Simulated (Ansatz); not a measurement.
**Fields on a plane of CuI (zinc blende)**

```xyz
2
Lattice="0.0000 3.0397 3.0397 3.0397 0.0000 3.0397 3.0397 3.0397 0.0000" Properties=species:S:1:pos:R:3 pbc="T T T"
I      4.5595     4.5595     4.5595
Cu     0.0000     0.0000     0.0000
```

The slice is a {110} plane (indices of the conventional cell) through the point (0.000, 0.000, 0.000) (fractional), spanned by u = [100] and v = [1 -1 -1] in vectors of this cell: u (4.30 Å) and v (6.08 Å, at 90° to u). It covers one period; positions are fractions (u, v).

Atoms on it: I at (0.50, 0.25); Cu at (0.00, 0.00).

Computed with PBE (plane waves to 420 eV, PAW, scalar-relativistic; Ansatz, an electronic-structure program). k mesh 9×9×9. These are valence fields of a PAW run, semicore shells included where kept as valence: close to a nucleus they are smooth pseudo fields. CuI is run without spin polarisation. CuI was relaxed with its symmetry unable to fall. Spin-orbit coupling is left out, though I is heavy.

```tsv
v \ u	0.00	0.14	0.29	0.43	0.57	0.71	0.86
0.90	0.26	0.19	0.15	0.07	0.07	0.15	0.19
0.80	0.14	0.15	0.08	0.01	0.01	0.08	0.15
0.70	0.07	0.05	0.02	0.01	0.01	0.02	0.05
0.60	0.02	0.01	0.02	0.05	0.05	0.02	0.01
0.50	0.01	0.02	0.24	0.52	0.52	0.24	0.02
0.40	0.02	0.24	0.68	0.63	0.63	0.68	0.24
0.30	0.07	0.47	0.63	x	x	0.63	0.47
0.20	0.14	0.34	0.66	x	x	0.66	0.34
0.10	0.26	0.15	0.60	0.64	0.64	0.60	0.15
0.00	x	0.25	0.17	0.51	0.51	0.17	0.25
```

Values: electron localisation function (ELF). Points within 0.5 Å of a nucleus are blanked (x), as the pseudised field means little there.

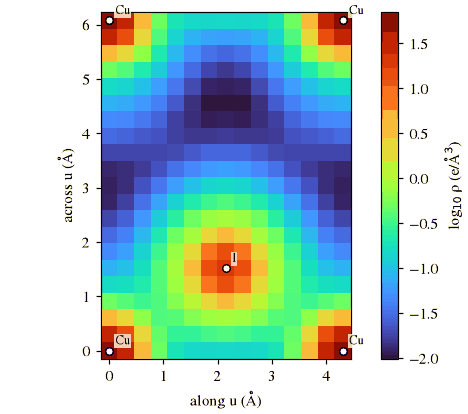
*Log₁₀ of the valence density in e/Å³, one period of the plane, atoms marked. The scale is logarithmic, as a density can span decades between atoms and voids.*
